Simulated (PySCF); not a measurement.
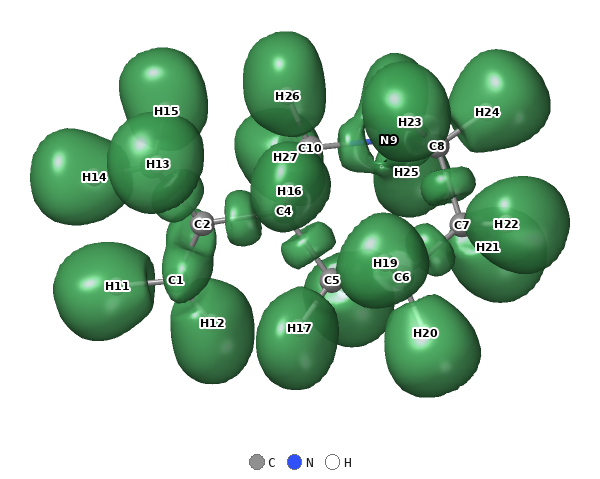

The picture shows: C9H17N (SMILES C=C(C)[C@H]1CCCCNC1). Isosurface of the ELF at 0.75 (green), seen across its widest extent. Only the valence region is drawn (cores and ρ < 0.01 e/Å³ removed).

Geometry: PBE0-D3(BJ)/def2-SVP.

The calculation used PBE0/pcSseg-1, SCF density, gas phase, non-relativistic in PySCF.

```xyz
27

C     2.4886   -0.9917    0.1612
C     1.8890   -0.0177   -0.5346
C     2.6862    1.0055   -1.2895
C     0.3860    0.1590   -0.5821
C    -0.4242   -1.1062   -0.2914
C    -1.7931   -1.1295   -0.9728
C    -2.8458   -0.1745   -0.4236
C    -2.4036    1.2798   -0.2683
N    -1.3804    1.4830    0.7313
C    -0.0006    1.3500    0.3425
H     3.5793   -1.0643    0.1954
H     1.9255   -1.7440    0.7187
H     2.4437    0.9701   -2.3655
H     3.7676    0.8466   -1.1749
H     2.4547    2.0290   -0.9513
H     0.1399    0.4581   -1.6189
H     0.1475   -1.9725   -0.6587
H    -0.5356   -1.2553    0.7984
H    -1.6409   -0.9205   -2.0479
H    -2.1958   -2.1552   -0.9252
H    -3.1747   -0.5282    0.5722
H    -3.7439   -0.2188   -1.0643
H    -2.0360    1.6773   -1.2308
H    -3.2888    1.8909   -0.0144
H    -1.5833    0.9381    1.5628
H     0.3334    2.2850   -0.1431
H     0.5921    1.2645    1.2679
```

Question: Where are the electrons localised?

Answer: At this value the surface marks out eight regions between bonded C–C atoms (shared pairs), 16 regions around hydrogen nuclei and one joined region spread over several atoms (H, N), in which their bonds and any lone pairs are merged.

Values along the shortest contacts:
C–C (1.34 Å): the ELF peaks at about 0.90 between the atoms; a short, multiple covalent bond. C–N (1.44 Å): the ELF peaks at about 0.95 between the atoms, as expected for localised, covalent bonding.
